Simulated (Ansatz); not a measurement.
# MoSi2, response to strain

Take MoSi₂ (space group I4/mmm, No. 139; a = 3.217 Å, c = 7.875 Å; relaxed with 0.1 eV smearing) as the base.

Strains are applied to the cell and any free atomic positions relax.

Method: PBE, PAW, 420 eV (Ansatz, a quantum-chemistry and plane-wave program; no SOC), earlier PAW set.

Notes on the quantities. energy relative to the base: free energy F.

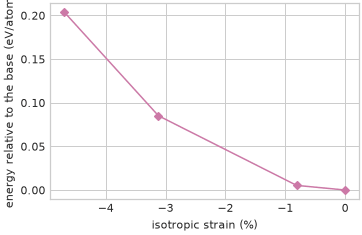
Figure: Energy relative to the base against isotropic strain

**Question.** From the plot, what is the energy relative to the base for isotropic strain −3.12 %?

**Answer.** About 0.09 eV/atom.

**Question.** Is the trend monotonic over the range shown?

**Answer.** Yes, it falls throughout, spanning 0 meV/atom to +0.204 eV/atom.

Whether these cells are dynamically stable was not tested. The final runs are not spin-polarised.
